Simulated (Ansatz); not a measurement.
# Ligand exchange: KF + GeH3(SH) → KSH + GeH3F

Species: KF, singlet; GeH3(SH), singlet; KSH `[SH][K]`, singlet; GeH3F (fluorogermane) `[F][GeH3]`, singlet. The partners trade F for SH: K–F and Ge–SH bonds give way to K–SH and Ge–F.

Shapes, held fixed at every level: PBE0-D4/def2-TZVP. Programs: Ansatz 0.2.0. The zero-point and thermal change to 298 K, harmonic and unscaled (PBE0-D4/def2-TZVP), is -1.5 kJ/mol.

```json
{"level": "HF/def2-TZVPP", "kind": "Hartree–Fock", "ΔH(298 K) (kJ/mol)": "-33.5", "less CCSD(T)/def2-TZVPP": "-22.7", "CPU time (sum over the molecules)": "–"}
{"level": "BHLYP-D4/def2-TZVPP", "kind": "global hybrid", "ΔH(298 K) (kJ/mol)": "-8.2", "less CCSD(T)/def2-TZVPP": "+2.6", "CPU time (sum over the molecules)": "12 s"}
{"level": "r2SCAN0-D4/def2-TZVPP", "kind": "global hybrid", "ΔH(298 K) (kJ/mol)": "-4.2", "less CCSD(T)/def2-TZVPP": "+6.6", "CPU time (sum over the molecules)": "20 s"}
{"level": "wB97M-V/def2-TZVPP", "kind": "range-separated hybrid", "ΔH(298 K) (kJ/mol)": "-4.9", "less CCSD(T)/def2-TZVPP": "+5.9", "CPU time (sum over the molecules)": "42 s"}
{"level": "wB97X-V/def2-TZVPP", "kind": "range-separated hybrid", "ΔH(298 K) (kJ/mol)": "-3.1", "less CCSD(T)/def2-TZVPP": "+7.7", "CPU time (sum over the molecules)": "29 s"}
{"level": "CCSD(T)/def2-SVP", "kind": "coupled cluster or CI", "ΔH(298 K) (kJ/mol)": "-13.5", "less CCSD(T)/def2-TZVPP": "-2.7", "CPU time (sum over the molecules)": "7.4 s"}
{"level": "CCSD(T)/def2-TZVPP", "kind": "coupled cluster or CI", "ΔH(298 K) (kJ/mol)": "-10.8", "less CCSD(T)/def2-TZVPP": "0.0", "CPU time (sum over the molecules)": "61 s"}
```

The highest level, CCSD(T)/def2-TZVPP, gives ΔH(298 K) = -10.8 kJ/mol; the levels span -33.5 to -3.1. The column of differences is taken from that level and isn't an error. No measured value is set beside it here. Relativity is left out for Ge. Outer-core shells of Ge, K are correlated in most correlated rows, in sets that cover them unevenly. Times are processor times on shared x86 and Arm servers, and rough.

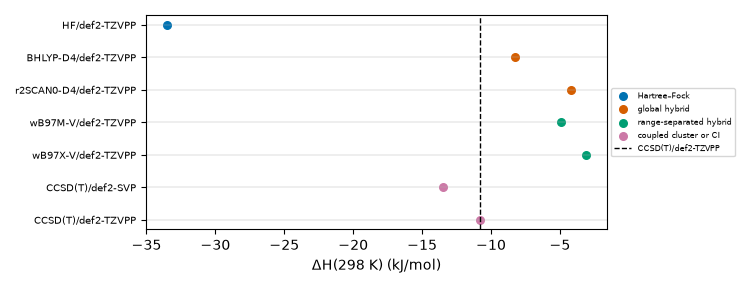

The values of the table, level by level.
